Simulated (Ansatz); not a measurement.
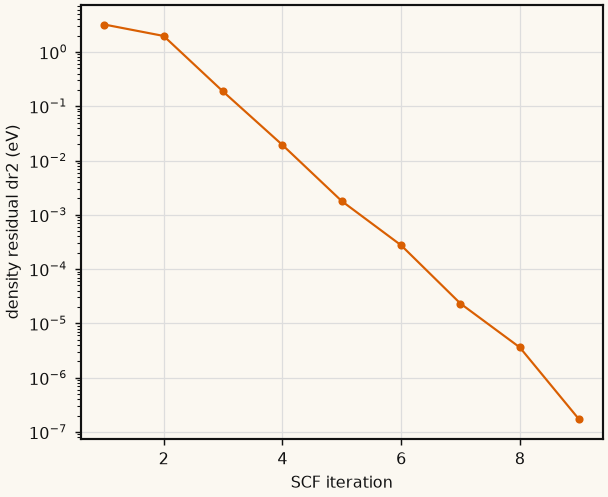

The plot shows the SCF iterations of a calculation: density residual dr2.

Tl3S2 (5 atoms in the cell), run with Ansatz.

```
crystal:
  lattice:
    - [2.1008125456, 1.2129046887, 9.4408740503]
    - [-2.1008125456, 1.2129046887, 9.4408740503]
    - [0.0, -2.4258093775, 9.4408740503]
  atoms:
    - { symbol: Tl, position: [0.0, 0.0, 0.0] }
    - { symbol: Tl, position: [0.2126381318, 0.2126381318, 0.2126381318] }
    - { symbol: Tl, position: [0.7873618682, 0.7873618682, 0.7873618682] }
    - { symbol: S, position: [0.4015721126, 0.4015721126, 0.4015721126] }
    - { symbol: S, position: [0.5984278874, 0.5984278874, 0.5984278874] }
basis:
  ecutwfc: 420
kpoints:
  mp_grid: { grid: [12, 12, 12] }
hamiltonian:
  xc: pbe
  pseudopotentials: { kind: paw_fr }
scf:
  occupations: { method: gaussian, width: 0.1 }
output:
  forces: true
  eigenvalues: true
  stress: true
magnetization:
  noncollinear: true
  spin_orbit: true
```

Run as:
```bash
ansatz run input.yaml --threads 1 --pin off --max-ram 2560MiB --backend cpu --events-out ev --progress --plain --runs-dir out
```

Did the calculation converge?

It did not finish: the time limit cut it off after 9 iterations. The residual is still falling at the last step (down to 1.7 × 10⁻⁷).
